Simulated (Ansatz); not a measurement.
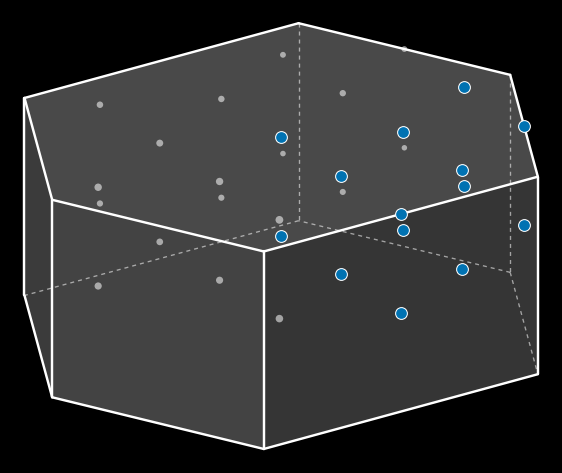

The Γ-centred 4×4×2 k-point mesh of a calculation on Br (DFT HSE06, scalar-relativistic, plane waves, PAW (Ansatz)), folded into the first Brillouin zone of the 4-atom cell that was run; each point of the zone's surface is drawn once. One point of each star is marked in colour. Space group Cmce.

```xyz
4
Lattice="4.2977 -2.1543 0.0000 4.2977 2.1543 0.0000 0.0000 0.0000 8.6587" Properties=species:S:1:pos:R:3 pbc="T T T"
Br    4.2977   -1.5388    1.0209
Br    4.2977    1.5388    7.6379
Br    4.2977    0.6155    3.3085
Br    4.2977   -0.6155    5.3502
```

**To how many irreducible points do the crystal's point group and time reversal reduce the mesh (magnetic order left aside)?**

14 of 32.

**List one member of each star with its weight, in the reciprocal vectors of this cell.**

```
  k₁   k₂   k₃  weight
   0    0    0       1
   0    0  1/2       1
 1/4  1/4    0       2
   0  1/4    0       4
 1/4  1/4  1/2       2
   0  1/4  1/2       4
 1/4  1/2    0       4
−1/4  1/4    0       2
 1/2  1/2    0       1
 1/4  1/2  1/2       4
−1/4  1/4  1/2       2
   0  1/2    0       2
 1/2  1/2  1/2       1
   0  1/2  1/2       2
```

**How fine is the mesh?**

Spacing |bᵢ|/nᵢ = 0.408, 0.408, 0.363 1/Å (2π included).
